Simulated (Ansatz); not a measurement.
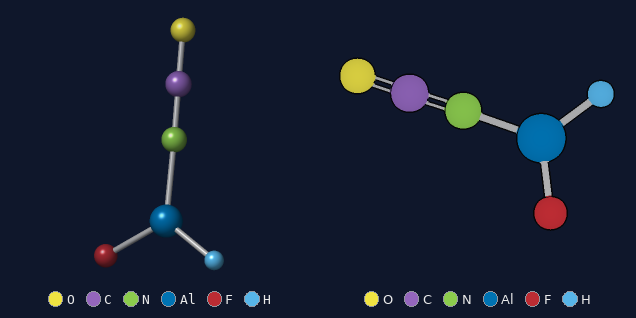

The same structure drawn twice, from different directions.

The geometry was computed by an optimisation with PBE0-D4/def2-TZVP.

What does the picture show?

Formula CHAlFNO. SMILES: `O=C=[N][AlH][F]`. This geometry has Cs symmetry. All atoms lie on one plane. Coordination: 1 C linear; 1 N linear; 1 Al trigonal planar.

More results for the same structure follow; atom numbers are the same in all pictures, views and colours differ.

Charges

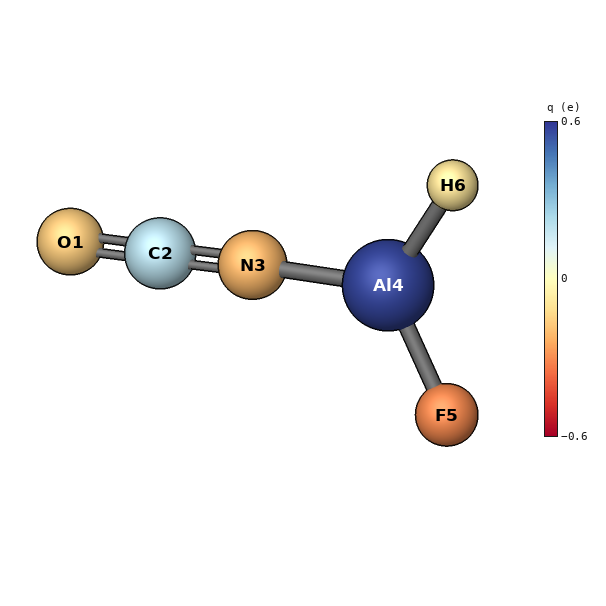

Atoms are coloured by their Mulliken charges. Properties computed with RKS PBE-D4/def2-TZVPP (Ansatz 0.2.0).

> Which atom carries the highest charge (most positive or least negative)?

Al4 (0.56 e).

> And the lowest?

F5 (−0.30 e).

Give the Mulliken charges atom by atom.

| atom | value (e) |
| --- | --- |
| O1 | −0.16 |
| C2 | 0.20 |
| N3 | −0.21 |
| Al4 | 0.56 |
| F5 | −0.30 |
| H6 | −0.09 |

Vibrations

Harmonic vibrations computed with RKS PBE0-D4/def2-TZVP (Ansatz 0.2.0) at a stationary point of the same level.

> How many vibrational modes are there, and where do they lie?

12 modes: 43, 84, 249, 489, 569, 645, 657, 664, 869, 1513, 2030, 2405 cm⁻¹.

Dipole moment

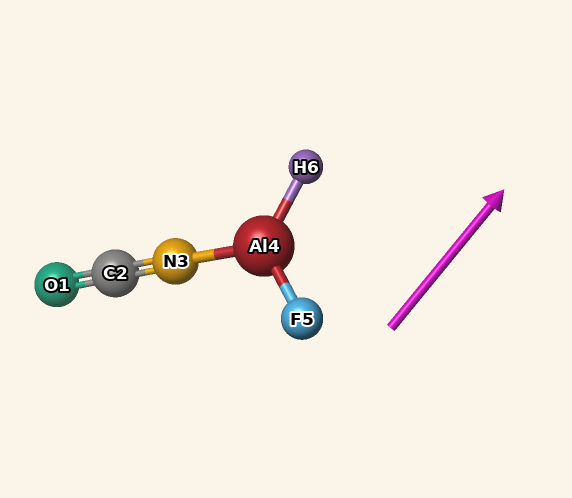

The arrow beside the molecule shows the direction of the dipole moment, from the negative to the positive end (its length means nothing). Level of theory: RKS B3LYP-D4/def2-TZVPP (Ansatz 0.2.0).

> Estimate the dipole moment.

1.67 D; it points from the side of O1 to the side of H6 (the outermost atoms at the two ends).

Mulliken values depend strongly on the basis set and can even reverse the polarity of a bond.
